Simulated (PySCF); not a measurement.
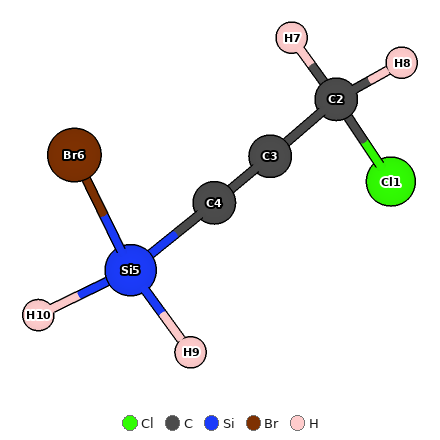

C₃H₄BrClSi, SMILES ClCC#C[SiH2]Br. Vertical core-electron binding energies by ΔSCF (PBE0, pcX-2 on the ionised atom, pcseg-1 elsewhere, spin-free X2C; PySCF, at a PBE0-D3(BJ)/def2-SVP geometry (no frequency check)), gas phase, against the vacuum level. One atom of each kind was ionised; within a panel, areas follow the number of like atoms, Gaussians of 0.6 eV full width. Only the regions named are shown.

Question: Predict the C 1s photoelectron lines.

Answer:
```csv
level,atoms,binding energy (eV)
C 1s,C2,292.9
C 1s,C3,290.7
C 1s,C4,290.0
```

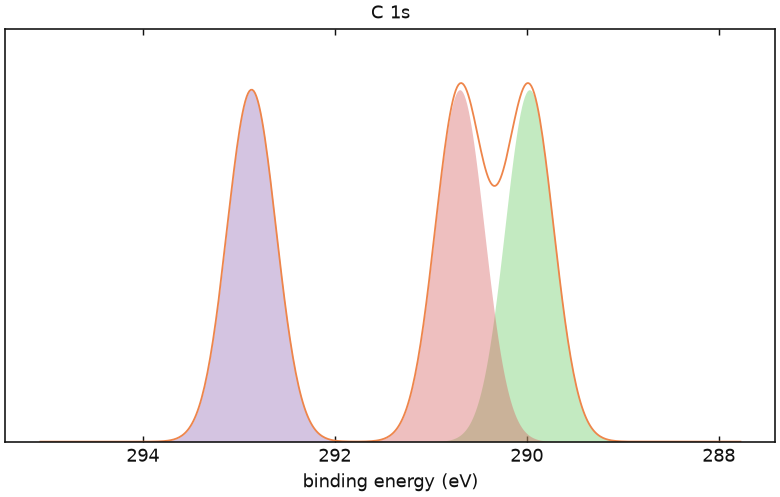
